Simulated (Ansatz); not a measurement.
The reference is CsSnI$_{3}$ in the cubic perovskite structure (space group Pm-3m, No. 221; a = 6.031 Å).

Perturbation: an isotropic linear strain of +3.00 %, atoms relaxed at fixed cell.

Calculations: plane-wave PAW DFT at the LDA level (Ansatz, an electronic-structure program, 420 eV), spin-orbit coupling left out.

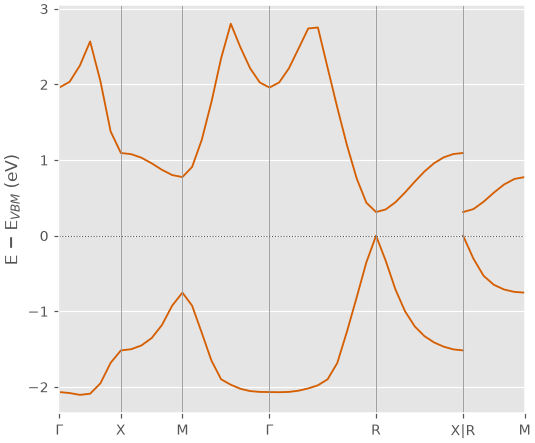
*Highest valence and lowest conduction band along the path of the changed cell's own zone*

The gap is 0.31 eV, direct at R; the base has zero.

Spin-orbit coupling, missing from the scalar runs, can matter with I. Stability against distortions was not tested. The final runs are not spin-polarised. Many cubic perovskites are stable only at high temperature; tilts and polar distortions were not tested. The zero or small gap of CsSnI3 can change with the level of theory.
